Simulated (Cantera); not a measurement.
Input: 1 mol Zr, a varied amount of N2O, 20 mol N2, at 1650 °C and 750 Torr.

These are equilibrium values from Cantera (NASA tables, ideal gas, pure condensed phases), not measurements of a reactor. Candidate condensed phases: Zr, ZrN, ZrO2; 13 gas species. Mutual solubility and eutectic melting of coexisting phases are not modelled. ZrN: taken at fixed stoichiometry. Condensed phases not in the tables: solid solutions among these carbides, nitrides and lower oxides. Equilibrium is a limit: real reactors are often held back by kinetics, nucleation or transport.

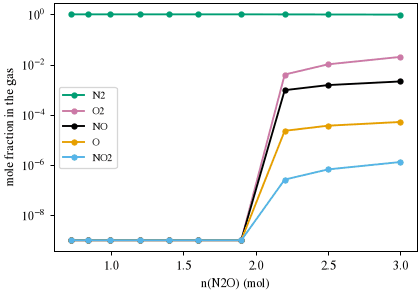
Fig. 1. Equilibrium gas composition (values under 1e-9 drawn at 1e-9)

From 0.72 mol N2O to 1.9 mol N2O the condensed part is ZrN(s) + ZrO2(tetragonal). From 2.2 mol N2O to 3 mol N2O the condensed part is ZrO2(tetragonal).
